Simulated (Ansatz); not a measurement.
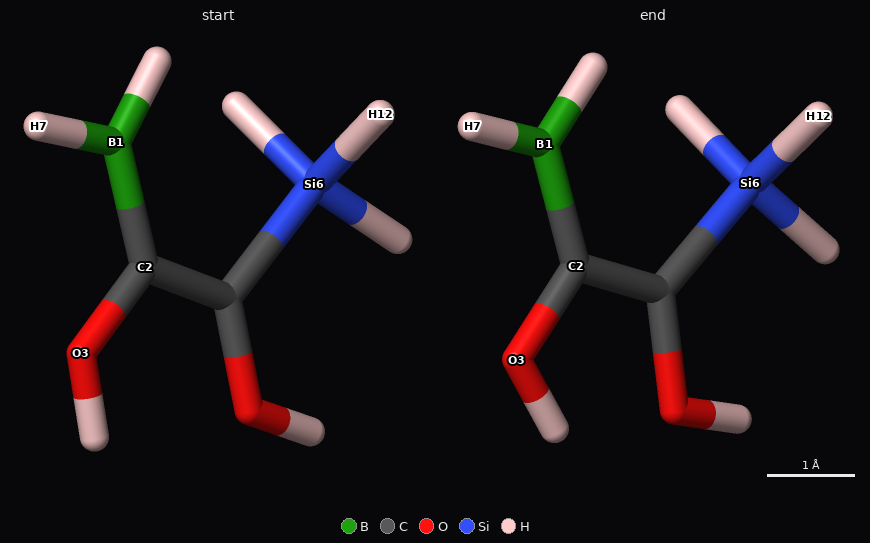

The structure of C2H7BO2Si before (left) and after (right) a relaxation, at one scale.

Style: stick. Shown from a free direction.

The run prepares the start of a later molecular dynamics calculation, from a guessed geometry.

Level of theory: RKS BHLYP-D4/STO-3G (Ansatz).

Input file:
```yaml
crystal:
  periodic: [false, false, false]
  atoms:
    - { symbol: B, position_ang: [-1.7252, 0.9021, -0.0833] }
    - { symbol: C, position_ang: [-0.4324, 0.5647, -0.8226] }
    - { symbol: O, position_ang: [-0.3162, 1.0592, -2.1352] }
    - { symbol: C, position_ang: [0.6209, -0.1696, -0.266] }
    - { symbol: O, position_ang: [1.6989, -0.4609, -1.019] }
    - { symbol: Si, position_ang: [0.4549, -0.8678, 1.4623] }
    - { symbol: H, position_ang: [-2.5463, 1.6092, -0.6577] }
    - { symbol: H, position_ang: [-1.9792, 0.6119, 0.9983] }
    - { symbol: H, position_ang: [0.5405, 0.8978, -2.6474] }
    - { symbol: H, position_ang: [2.4553, -1.0089, -0.5976] }
    - { symbol: H, position_ang: [1.6673, -1.6448, 1.7821] }
    - { symbol: H, position_ang: [-0.6896, -1.7683, 1.5839] }
    - { symbol: H, position_ang: [0.2716, 0.2406, 2.4171] }
basis:
  gaussian: { orbitals: STO-3G }
hamiltonian:
  xc: { name: BHLYP }
  dispersion: d4
relax:
  f_tol: 0.02
  max_steps: 40
output:
  orbitals: {}
```

Launched with:
```bash
ansatz run input.yaml --threads 1 --pin off --max-ram 2048MiB --backend cpu --events-out ev --progress --plain --runs-dir out
```

**Summarise the run.**

The atom that moves furthest after the best rigid fit is H9 (0.38 Å). By element the largest moves are H 0.38 Å, O 0.14 Å, C 0.11 Å, B 0.09 Å, Si 0.01 Å. Among the contacts that change: B1–H7 1.226 → 1.163 Å, C4–O5 1.347 → 1.408 Å, Si6–H13 1.474 → 1.431 Å, Si6–H11 1.475 → 1.434 Å. Bond angles that change, for instance: C2–O3–H9 119.1° → 102.1°, C4–O5–H10 118.5° → 106.8°, C2–C4–O5 119.6° → 112.8°. Over 7 geometry steps the energy falls by 18.1 kcal/mol. The largest force component goes from 2.8 to 0.0051 eV/Å. The run took 49 s on 1 thread of Arm Neoverse N1, with other jobs on the host, peak memory 0.16 GiB.

Limits of the set-up: STO-3G is a minimal basis, so the numbers are rough.
